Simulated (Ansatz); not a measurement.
## Electronic structure of CH₃CuO (SMILES C[O][Cu]) in real space

Input file:

```
crystal:
  periodic: [false, false, false]
  atoms:
    - {symbol: C, position_ang: [-0.447329, 1.513005, 1.052147]}
    - {symbol: Cu, position_ang: [1.516098, 2.959824, 2.380866]}
    - {symbol: O, position_ang: [0.271372, 2.702528, 1.119197]}
    - {symbol: H, position_ang: [-1.052941, 1.309550, 1.949366]}
    - {symbol: H, position_ang: [0.179752, 0.625453, 0.872752]}
    - {symbol: H, position_ang: [-1.147867, 1.582087, 0.206156]}
basis:
  gaussian: {orbitals: def2-TZVPD}
hamiltonian: {xc: {name: PBE0}}
output: {forces: true, orbitals: {seedname: orbitals}}
```

Run with:

```sh
ansatz run input.yaml --threads 2 --pin off --max-ram 4350MiB --events-out events.jsonl --progress --plain --runs-dir runs
```

Geometry: PBE0-D4/def2-TZVP.

Theory: isolated molecule in a Gaussian basis; Kohn-Sham density functional theory, functional PBE0 in Ansatz 0.2.0.

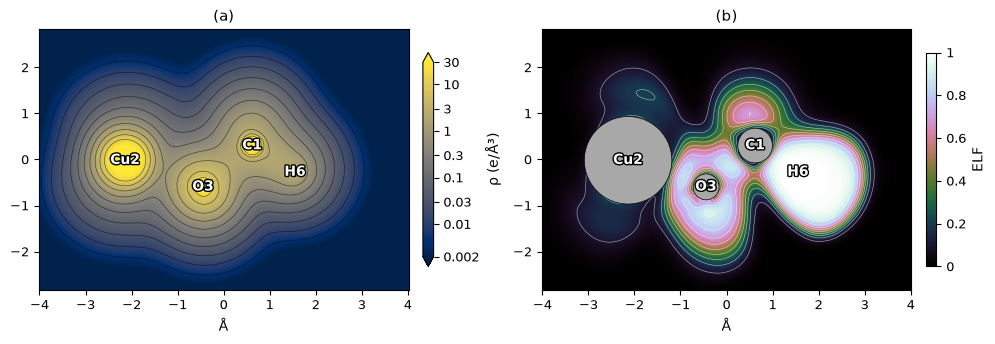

Figure 1. (a) total electron density; (b) ELF on the plane of atoms O3, C1 and H6. Grey discs cover the atomic cores in the ELF map.

Question: Read the bonding off the picture.

Answer: Atoms in the plane: C, Cu, O and H.
C–O (1.39 Å): the density is about 2.1 e/Å³ at the midpoint, with its minimum of 1.9 e/Å³ about 0.5 Å from C; the ELF peaks at about 0.90 between the atoms (a polar covalent bond).
Cu–O (1.79 Å): the density is about 0.88 e/Å³ at the midpoint; the ELF peaks at about 0.85 in the valence shell of O, 0.5 Å from its nucleus, and is about 0.20 at the midpoint.
C–H (1.10 Å): the density is about 2 e/Å³ at the midpoint; the ELF climbs to about 1 towards the hydrogen, as it does in any bond to H; a covalent bond by its length.

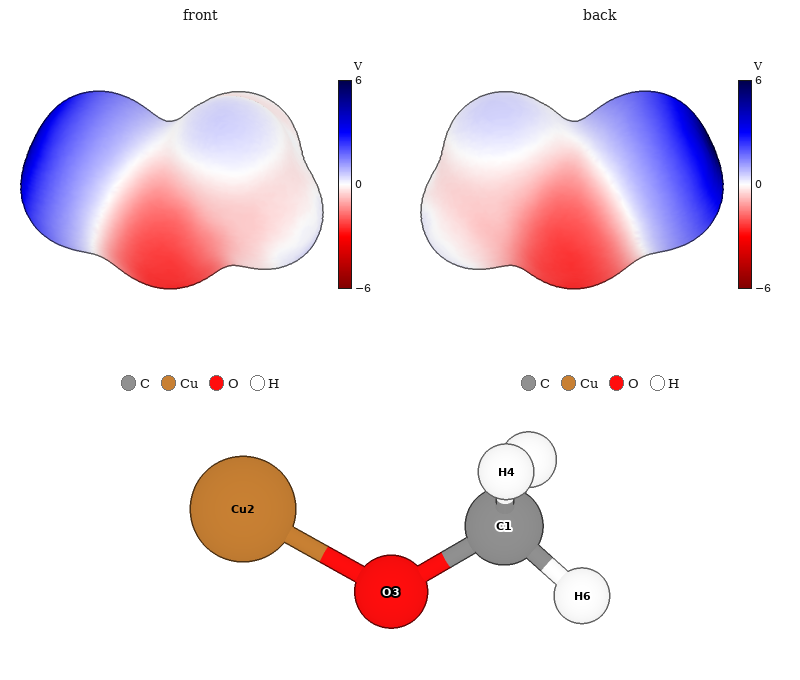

Figure 2. The electrostatic potential painted on the density surface at 0.004 e/bohr³, seen from the front and from behind; the colour scale runs from red (negative) to blue (positive). The bare structure is drawn below in the same view.

Question: Where is the surface potential most negative and most positive?

Answer: The most negative region (about −2.4 V, or −55 kcal/mol for a unit charge) lies over O3, the most positive (about +5.7 V, or +131 kcal/mol for a unit charge) over Cu2. O3 is the likeliest acceptor of a hydrogen bond.

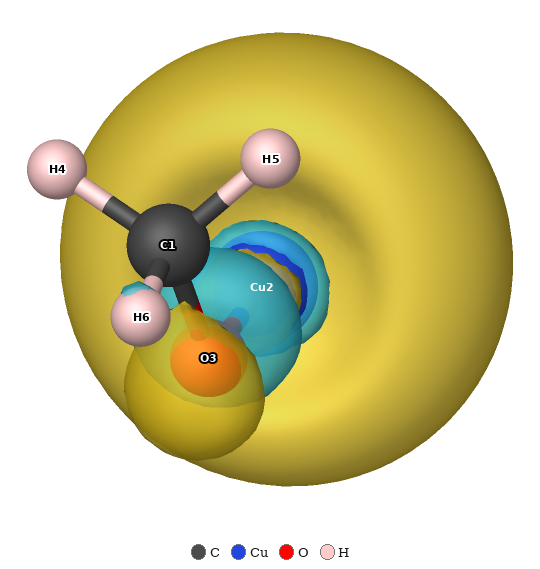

Figure 3. The LUMO at ±0.1 Å⁻³ᐟ² (yellow and cyan are the two phases), seen at an oblique angle.

Question: What is the character of this orbital?

Answer: By Hirshfeld shares it lies mainly on Cu2 (about 90 %) and O3 (about 10 %). Its energy is −2.65 eV.
